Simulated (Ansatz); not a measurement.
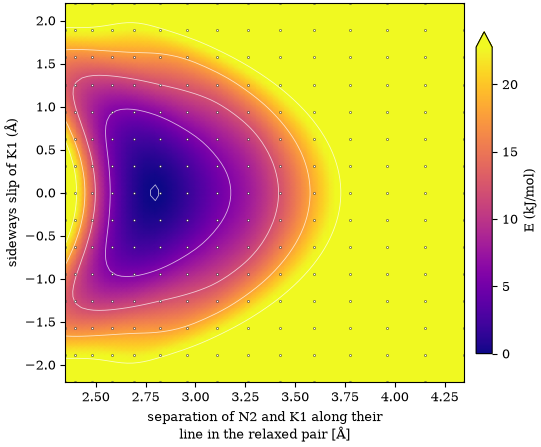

H3KN, charge +1. First axis: separation of N2 and K1 along their line in the relaxed pair. Second axis: sideways slip of K1. Nothing is relaxed (both partners rigid). The grid has 15 × 15 points. Points are written as (first, second). Energies are in kJ/mol, from the lowest grid point. Method: RKS BHLYP-D4/def2-TZVPD in Ansatz 0.2.0.

Drawn: a smooth colour map with a few white contour lines, dots at the grid points, one colour for all values above the top of the scale. Between grid points the surface is interpolated.

Where is the minimum, and how stiff is the well along each coordinate?

Answer. The interpolated minimum is at the first coordinate ≈ 2.796 Å, sideways slip of K1 ≈ 0.000 Å. The curvatures there are about 1.8 eV/Å² and 0.13 eV/Å², with a cross term of about 0 eV/Å². Round the minimum the two coordinates are nearly uncoupled. (1 eV is 96.5 kJ/mol.)
